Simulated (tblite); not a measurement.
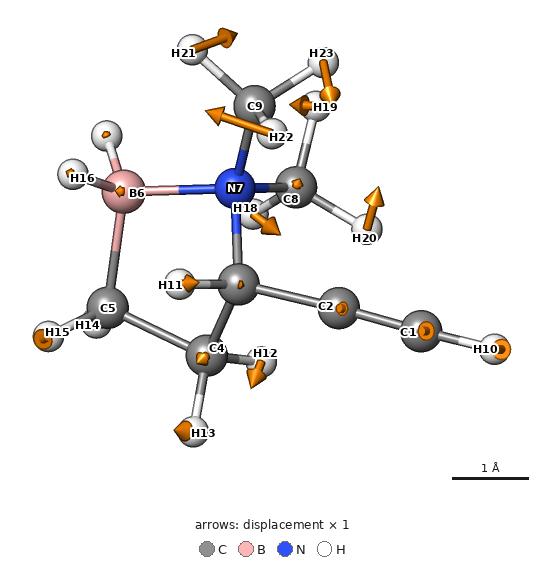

A relaxation of C₇H₁₄BN. The starting structure is drawn; orange arrows show the displacements, at their true length. The two geometries are superimposed by the best rigid fit.

Style: ball-and-stick. Shown at a tilt.

The calculation used GFN2-xTB geometry optimisation, gas phase in tblite 0.8.0. 

Question: What did the optimiser do to the structure, and how much energy did it gain?

Answer: The atom that moves furthest after the best rigid fit is an H atom (0.95 Å). Largest moves by element: H 0.95 Å, C 0.35 Å, B 0.13 Å, N 0.05 Å. Some distances before and after: B–N 1.554 → 1.648 Å, B–C 1.590 → 1.638 Å, C–H 1.128 → 1.085 Å, C–C 1.497 → 1.536 Å. Bond angles that change, for instance: H–C–H 115.1° → 106.0°, C–B–H 106.4° → 112.9°, C–C–H 114.9° → 108.9°. Groups turn about C–N by about 55°, C–N by about 30°. After 81 geometry steps the energy has fallen by 0.905 eV.
